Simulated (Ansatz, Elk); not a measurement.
# How far do independent atoms describe CuGe?

Structure refinements treat a crystal as free atoms side by side. For a made-up structure of CuGe (cell and positions from a PBEsol relaxation) the runs below show what the calculated density changes in F(hkl).

Method: DFT, PBE, all-electron APW+lo, Dirac cores, scalar-relativistic bands, static density, no spin, in Elk 11.2.3 (patched build).

The structure was built from a prototype and need not be the compound's stable phase.

### Step 1. The starting structure

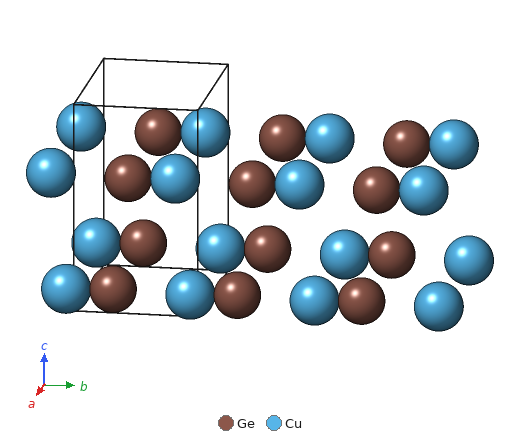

The cell as given, slightly off an axis (germanium brown, copper blue). 2×3×1 cells are drawn. Some periodic images of atoms are drawn too.

### Step 2. Ground state and structure factors

An all-electron density is needed, since X-rays see the cores too. Task 0 finds the density and task 195 Fourier-transforms it; tshift is off so that phases refer to the origin typed.

File elk.in:

```
tasks
  0
  195

xctype
  20

spinpol
  .false.

rgkmax
  7.0

gmaxvr
  14.0

lmaxo
  7

lmaxapw
  8

swidth
  0.002

tshift
  .false.

ramdisk
  .false.

hmaxvr
  5.5

maxscl
  120

epspot
  1e-06

sppath
  './'

avec
  7.64011664451 0.00000000000 0.00000000000
  0.00000000000 5.55272819003 0.00000000000
  0.00000000000 0.00000000000 9.43017542189

atoms
  2
  'Ge.in'
  2
  0.7500000000 0.5000000000 0.2869008044   0.000000 0.000000 0.000000
  0.2500000000 0.5000000000 0.7130991956   0.000000 0.000000 0.000000
  'Cu.in'
  2
  0.7500000000 0.0000000000 0.8369966708   0.000000 0.000000 0.000000
  0.2500000000 0.0000000000 0.1630033292   0.000000 0.000000 0.000000

ngridk
  6 8 5
```

Command:

```bash
> OMP_NUM_THREADS=4 elk
```

Numbers of over 12 decimals in the logs are rounded to 6 here.

The program printed:

```text
┌─────────────────────────┐
│ Elk code version 11.2.3 │
└─────────────────────────┘

All units are atomic (Hartree, Bohr, etc.)

┌─────────────────────────────────────────────────┐
│ Ground-state run starting from atomic densities │
└─────────────────────────────────────────────────┘

Lattice vectors :
   7.640116645       0.000000000       0.000000000
   0.000000000       5.552728190       0.000000000
   0.000000000       0.000000000       9.430175422

Reciprocal lattice vectors :
  0.8223938978       0.000000000       0.000000000
   0.000000000       1.131549230       0.000000000
   0.000000000       0.000000000      0.6662850929

Unit cell volume      :    400.0609628
Brillouin zone volume :   0.6200310366

Muffin-tin inner radius fraction :   0.1000000000E-01

Nuclei treated as point charges

Species : 1 (Ge)
 parameters loaded from : Ge.in
 name : germanium
 nuclear charge    :   -32.00000000
 electronic charge :    32.00000000
 atomic mass :    132414.6196
 muffin-tin radius :    2.400000000
 number of radial points in muffin-tin :    993
 inner part over the whole radius :   0.9906635991E-02
 number on inner part of muffin-tin    :    702
 approximate nuclear radius :   0.7637961215E-04
 number of mesh points to nuclear radius :    340
 atomic positions (lattice), magnetic fields (Cartesian) :
  1 :  -0.25000000  0.50000000  0.28690080    0.00000000  0.00000000  0.00000000
  2 :   0.25000000  0.50000000 -0.28690080    0.00000000  0.00000000  0.00000000

Species : 2 (Cu)
 parameters loaded from : Cu.in
 name : copper
 nuclear charge    :   -29.00000000
 electronic charge :    29.00000000
 atomic mass :    115837.2717
 muffin-tin radius :    2.400000000
 number of radial points in muffin-tin :    993
 inner part over the whole radius :   0.9893084826E-02
 number on inner part of muffin-tin    :    701
 approximate nuclear radius :   0.7406004541E-04
 number of mesh points to nuclear radius :    336
 atomic positions (lattice), magnetic fields (Cartesian) :
  1 :  -0.25000000  0.00000000 -0.16300333    0.00000000  0.00000000  0.00000000
  2 :   0.25000000  0.00000000  0.16300333    0.00000000  0.00000000  0.00000000

Total number of atoms per unit cell :    4
Total muffin-tin volume :    231.6233432
 ratio of muffin-tin to unit cell volume :   0.5789701189

Spin treatment :
 spin-unpolarised

Number of Bravais lattice symmetries :    8
Number of crystal symmetries         :    8
Crystal has inversion symmetry
Real symmetric eigensolver will be used

k-point grid :      6     8     5
k-point offset :    0.000000000       0.000000000       0.000000000
k-point set is reduced with full crystal symmetry group
Total number of k-points :       60

Muffin-tin radius times maximum |G+k| :    7.000000000
 using average radius
Maximum |G+k| for APW functions       :    2.916666667
Maximum (1/2)|G+k|²                   :    4.253472222
Maximum |G| for potential and density :    14.00000000
Constant for pseudocharge density :    8
 order of it for each species :   15  15
 order of it for pair densities of each species (exact exchange by exxq0 0: 16) :   10  10
Radial integration step length :    1

G-vector grid sizes :     35    25    45
Number of G-vectors :    18513

Maximum angular momentum used for
 APW functions            :    8
 outer part of muffin-tin :    7
 inner part of muffin-tin :    2

Total nuclear charge    :   -122.0000000
Total core charge       :    60.00000000
Total valence charge    :    62.00000000
Total excess charge     :    0.000000000
Total electronic charge :    122.0000000

Effective Wigner radius, rₛ :   0.9216356072

Number of empty states         :     16
Total number of valence states :     48
Total number of core states    :     60

Third-order local-orbitals added for an l without core states : T
Total number of local-orbitals :     84

Exchange-correlation functional :     20     0     0
 Perdew-Burke-Ernzerhof, Phys. Rev. Lett. 77, 3865 (1996)
 gradient requirement :    1
[...]
correlation                 :     -5.945467
 electron entropic           :    -0.85468818937545E-03
 total energy                :     -7508.5291400979

Density of states at Fermi energy :    66.57366993
 (states/Hartree/unit cell)

Estimated indirect band gap :   0.3195296051E-03
 from k-point 11 to k-point 57
Estimated direct band gap   :   0.6641043273E-02
 at k-point 11

Charges :
 core                        :    60.00000000
 valence                     :    62.00000000
 interstitial                :    5.116298805
 muffin-tins (core leakage)
  species : 1 (Ge)
   atom 1                    :    30.76082712     (  0.3427769208E-03)
   atom 2                    :    30.76082712     (  0.3427769208E-03)
  species : 2 (Cu)
[...]
total in muffin-tins        :    116.8837012
 total calculated charge     :    121.9990178
 total charge                :    122.0000000
 error                       :   0.9821768291E-03

RMS change in Kohn-Sham potential (target) :   0.5056714819     (  0.1000000000E-05)
Absolute change in total energy (target)   :   0.4637028780     (  0.1000000000E-03)

[... loops 3 to 15 left out ...]

┌──────────────────┐
│ Loop number : 16 │
└──────────────────┘

Energies :
 Fermi                       :     0.282694
 sum of occupied eigenvalues :     -4307.2138017076
 electron kinetic            :      7653.7822067063
 core electron kinetic       :      6969.8657819025
 Coulomb                     :     -14867.146977268
 Coulomb potential           :     -11577.630090951
 nuclear-nuclear             :     -1145.8394208086
 electron-nuclear            :     -15898.988338849
 Hartree                     :      2177.6807823898
 Madelung                    :     -9078.3319317924
 xc potential                :     -383.36591746334
 exchange                    :     -288.88971842442
 correlation                 :     -5.953265
 electron entropic           :    -0.56816191715640E-03
 total energy                :     -7508.2083223874

Density of states at Fermi energy :    42.32828391
 (states/Hartree/unit cell)

Estimated indirect band gap :   0.5677468961E-03
 from k-point 18 to k-point 13
Estimated direct band gap   :   0.1711059781E-01
 at k-point 11

Charges :
 core                        :    60.00000000
 valence                     :    62.00000000
 interstitial                :    4.472826689
 muffin-tins (core leakage)
  species : 1 (Ge)
[...]
species : 2 (Cu)
[...]
total in muffin-tins        :    117.5271733
 total calculated charge     :    121.9990614
 total charge                :    122.0000000
 error                       :   0.9385580605E-03

RMS change in Kohn-Sham potential (target) :   0.3330619869E-06 (  0.1000000000E-05)
Absolute change in total energy (target)   :   0.2917695019E-04 (  0.1000000000E-03)

Convergence targets achieved

┌──────────────────┐
│ Loop number : 17 │
└──────────────────┘

Energies :
 Fermi                       :     0.282695
 sum of occupied eigenvalues :     -4307.2137733354
 electron kinetic            :      7653.7822290632
 core electron kinetic       :      6969.8657925989
 Coulomb                     :     -14867.146976323
 Coulomb potential           :     -11577.630092918
 nuclear-nuclear             :     -1145.8394208086
 electron-nuclear            :     -15898.988335915
 Hartree                     :      2177.6807804007
 Madelung                    :     -9078.3319298640
 xc potential                :     -383.36590948088
 exchange                    :     -288.88971824927
 correlation                 :     -5.953265
 electron entropic           :    -0.56816219235597E-03
 total energy                :     -7508.2082988821

Density of states at Fermi energy :    42.32830418
 (states/Hartree/unit cell)

Estimated indirect band gap :   0.5677282209E-03
 from k-point 18 to k-point 13
Estimated direct band gap   :   0.1711058251E-01
 at k-point 11

Charges :
 core                        :    60.00000000
 valence                     :    62.00000000
 interstitial                :    4.472826265
 muffin-tins (core leakage)
  species : 1 (Ge)
[...]
atom 2                    :    30.50482375     (  0.3346350918E-03)
  species : 2 (Cu)
   atom 1                    :    28.25876312     (  0.1594590261E-03)
   atom 2                    :    28.25876312     (  0.1594590261E-03)
 total in muffin-tins        :    117.5271737
 total calculated charge     :    121.9990614
 total charge                :    122.0000000
 error                       :   0.9385581878E-03

┌──────────────────────────────┐
│ Self-consistent loop stopped │
└──────────────────────────────┘

Warning : core states of species 1 leak from the muffin-tin :   0.3346350918E-03

Warning : core states of species 2 leak from the muffin-tin :   0.1594590261E-03

Wrote STATE.OUT
```

The job ended after 34 s (4 threads of Arm Neoverse V1, shared host; peak memory 0.18 GiB).

SFACRHO.OUT:

```text

h k l indices transformed by vhmat matrix:
   1.000000000       0.000000000       0.000000000    
   0.000000000       1.000000000       0.000000000    
   0.000000000       0.000000000       1.000000000    

      h      k      l  multipl.   |H|            Re(F)            Im(F)           |F|

      0      0      0      1   0.0000000       122.00000     -0.15755643E-16   122.00000    
      0      0     -1      2  0.66628509       14.518215      0.83279417E-14   14.518215    
      1      0      0      2  0.82239390      0.63586341E-14 -0.27759806E-14  0.69381767E-14
      1      0     -1      2   1.0584269      -10.480601      0.13879903E-13   10.480601    
      1      0      1      2   1.0584269       10.480601      0.16655883E-13   10.480601    
      0     -1      0      2   1.1315492      -4.6620373      0.16655892E-13   4.6620373    
      0     -1     -1      4   1.3131411       36.092227      0.55519612E-14   36.092227    
      0      0     -2      2   1.3325702      -67.029530     -0.11103922E-13   67.029530    
     -1     -1      0      4   1.3988336     -0.11176809E-13  -0.0000000      0.11176809E-13
     -1      1     -1      4   1.5494100      -84.818001     -0.22207845E-13   84.818001    
     -1      1      1      4   1.5494100       84.818001     -0.12491913E-13   84.818001    
      1      0     -2      2   1.5659103       60.580646      0.27759806E-13   60.580646    
      1      0      2      2   1.5659103      -60.580646      0.26371815E-13   60.580646    
      2      0      0      2   1.6447878      -90.357202     -0.84564735E-16   90.357202    
      0     -1      2      4   1.7481839       22.411921     -0.11103922E-13   22.411921    
      2      0     -1      2   1.7746162      -10.968321     -0.11103922E-13   10.968321    
      2      0      1      2   1.7746162      -10.968321      0.11103922E-13   10.968321    
      1     -1      2      4   1.9319624      -15.406354      0.22207845E-13   15.406354
```

Elk indexes on the primitive cell of elk.in and gives |H| = 4π sin θ/λ in inverse bohr. Below, one row stands for each form hkl of the conventional cell (m members, Friedel mates merged), F is for one primitive cell and the density is static (no thermal factor). Free-atom factors are Waasmaier and Kirfel's, and R is Σm||F|−|F'||/Σm|F|.

```csv
hkl,m,sin θ/λ (Å⁻¹),"abs F, DFT",neutral atoms,diff.
001,2,0.100,14.518,14.580,-0.062
100,2,0.124,0.000,0.000,+0.000
101,4,0.159,10.481,10.027,+0.454
010,2,0.170,4.662,4.113,+0.549
011,4,0.198,36.092,36.356,-0.264
002,2,0.200,67.029,67.318,-0.288
110,4,0.210,0.000,0.000,+0.000
111,8,0.233,84.818,85.606,-0.788
102,4,0.235,60.581,61.225,-0.645
200,2,0.247,90.357,91.377,-1.019
012,4,0.263,22.412,22.296,+0.116
201,4,0.267,10.968,11.232,-0.264
112,8,0.290,15.406,15.818,-0.411
210,4,0.300,4.792,4.554,+0.237
003,2,0.301,10.861,11.247,-0.386
211,8,0.317,29.740,29.987,-0.247
202,4,0.318,55.834,56.239,-0.405
103,4,0.325,35.244,35.397,-0.152
020,2,0.340,78.148,78.643,-0.495
013,4,0.345,62.632,63.016,-0.384
021,4,0.355,9.165,9.299,-0.133
212,8,0.361,19.812,19.843,-0.031
```

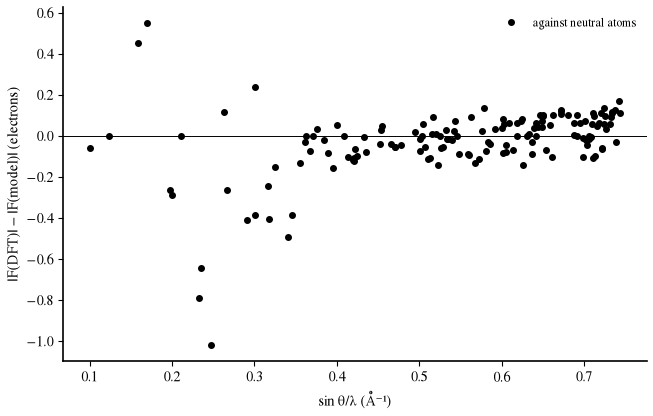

Difference between the calculated structure factors and the independent-atom ones.

### Step 3. The highest occupied states alone

An energy window below the Fermi level keeps the highest occupied states, to see at which angles they scatter; shallow core shells can lie inside it and anion s states outside. No new self-consistency is needed.

Changes to elk.in since step 2:

```diff
@@ -1,3 +1,2 @@
 tasks
-  0
   195
@@ -40,2 +39,5 @@
 
+wsfac
+  -0.158300 0.582690
+
 sppath
```

Command:

```bash
> OMP_NUM_THREADS=4 elk
```

The program printed:

```text
┌─────────────────────────────────┐
│ Elk code version 11.2.3 started │
└─────────────────────────────────┘

Info(readinput): the functional depends on the density's gradient
 muffin-tin radial points multiplied by    2.00000
 (not where nrmtscf is given)

┌────────────────────┐
│ Current task : 195 │
└────────────────────┘

Info(sfacrho): density structure factors written to SFACRHO.OUT

 Energy window :  -0.1583000000      0.5826900000

┌──────────────────┐
│ Elk code stopped │
└──────────────────┘
```

It took 6.4 s on 4 threads; peak memory 0.18 GiB.

States within 12 eV below the Fermi level hold 29.78 electrons; any levels below the window count with the cores, and a count that is not whole means the window cuts a band. Their amplitudes can exceed the total, where window and core parts have opposite phase:

```csv
hkl,sin θ/λ (Å⁻¹),"abs F, window","abs F, all"
001,0.100,8.721,14.518
100,0.124,0.000,0.000
101,0.159,11.189,10.481
010,0.170,13.179,4.662
011,0.198,7.369,36.092
002,0.200,7.066,67.029
110,0.210,0.000,0.000
111,0.233,10.466,84.818
102,0.235,10.675,60.581
200,0.247,11.319,90.357
```

### Step 4. Another try

In this try the input is made faulty on purpose, to show what that does.

The input is changed as shown.

Changes to elk.in since step 3:

```diff
@@ -1,2 +1,3 @@
 tasks
+  0
   195
@@ -34,3 +35,3 @@
 maxscl
-  120
+  40
 
@@ -39,7 +40,7 @@
 
-wsfac
-  -0.158300 0.582690
-
 sppath
   './'
+
+scale
+  0.52917721
```

Command:

```bash
> OMP_NUM_THREADS=4 elk
```

The program printed:

```text
┌─────────────────────────┐
│ Elk code version 11.2.3 │
└─────────────────────────┘

All units are atomic (Hartree, Bohr, etc.)

┌─────────────────────────────────────────────────┐
│ Ground-state run starting from atomic densities │
└─────────────────────────────────────────────────┘

Lattice vectors :
   4.042975610       0.000000000       0.000000000
   0.000000000       2.938377211       0.000000000
   0.000000000       0.000000000       4.990233920

Reciprocal lattice vectors :
   1.554099236       0.000000000       0.000000000
[...]
total charge                :    122.0000000
 error                       :   0.8663417589

┌──────────────────────────────┐
│ Self-consistent loop stopped │
└──────────────────────────────┘

Warning : the lowest level lies among the core levels :   -2.764766594     -0.7583567647

Warning : core states of species 1 leak from the muffin-tin :   0.3384033296

Warning : core states of species 2 leak from the muffin-tin :   0.9489725157E-01

Warning : the occupied levels lie far from the species files' linearisation energy :    2.011607094

Warning : more electrons lie deep than the shells out of the core hold :   26.5000       12.0000

Wrote STATE.OUT
[key lines of the parts left out:]
total energy                :     -7577.2647892658
```

Run time: 31 s. Hardware: 4 threads; peak memory 0.18 GiB.

The run finished. A setting was moved off its sound value on purpose, so it serves as a test and not as the result.

The fault put into the input: lattice vectors in angstrom read as bohr.

Its structure factors differ from the first run's by R = 38.1 %.

(Continued in part 2 of 2.)

[Logs are printed without paths, hosts, clocks, repeated set-up lines and the standing remarks that a program may print on its own settings, such as how far it seeks lower states.]

[Hosts, paths, dates, database ids (printed as entryN), source tags and the programs' standing remarks are cut or masked in the printed files.]
